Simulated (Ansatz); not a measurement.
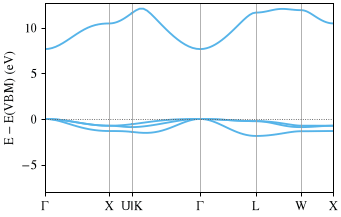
Fig. 1. Band structure from the program Ansatz at the PBE level (PAW)

**Question.** Read off the gap and where the band edges lie.

**Answer.** About 7.6 eV (7.65 eV by a search for the band edges); maximum at Γ, minimum at Γ.

The material is LiF (zinc blende, space group No. 216).

Space group F-43m (zinc blende). The start of the workflow was typed in or built on a structure type; neither database checked (COD, Materials Project) lists it. It is not the phase usual at ambient conditions (space group No. 225). The cell was relaxed with PBE under the symmetry of its start; whether a distortion lowers the energy is not shown.

Potentials: the later of the program's two PAW sets.
